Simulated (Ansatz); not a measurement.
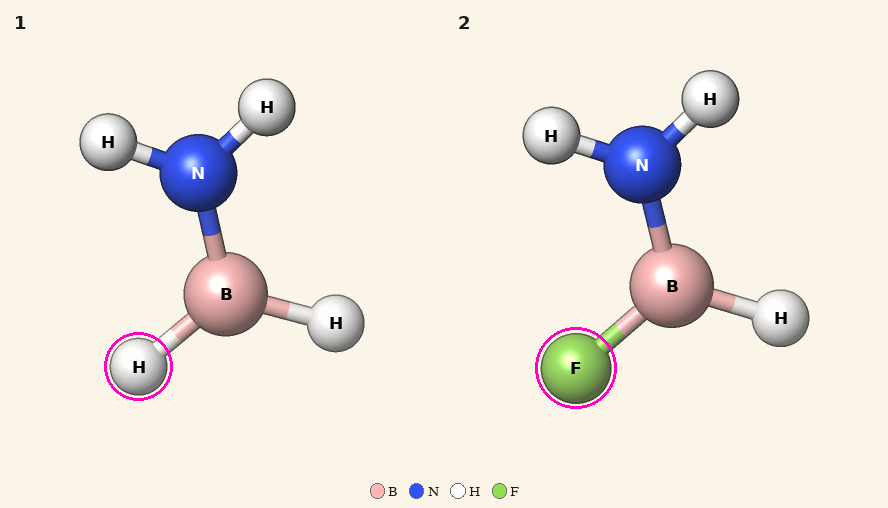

2 molecules with one skeleton, seen from the same side and at one scale; the atom that differs is circled. Charge 0, singlet. Computed geometries: PBE0-D4/def2-TZVP optimisations, one conformation each. Properties computed with Ansatz 0.2.0.

One atom differs, called X below: H in panel 1, F in panel 2. Their formulas are BH4N (`BN`), BFH3N (`NBF`).

> In which is the length of X–B larger (PBE0-D4/def2-TZVP)?

In panel 2 (X = F).

> In which is the HOMO–LUMO gap larger (B3LYP-D4/def2-TZVPP)?

In panel 2 (X = F).

Give the values. With PBE0-D4/def2-TZVP: length of X–B (Å), angle X–B–H (°). With B3LYP-D4/def2-TZVPP: dipole moment (D), HOMO energy (Kohn–Sham orbital) (eV), HOMO–LUMO gap (eV), vertical ionisation energy (eV).

```
                            quantity  1 (H)  2 (F)   2 − 1
                   length of X–B (Å)  1.197  1.338  +0.141
                     angle X–B–H (°)  122.0  119.0    −3.0
                   dipole moment (D)   1.96   2.41   +0.45
HOMO energy (Kohn–Sham orbital) (eV)  −8.44  −8.32   +0.12
                  HOMO–LUMO gap (eV)   8.41   8.94   +0.53
     vertical ionisation energy (eV)  11.42  11.36   −0.06
```
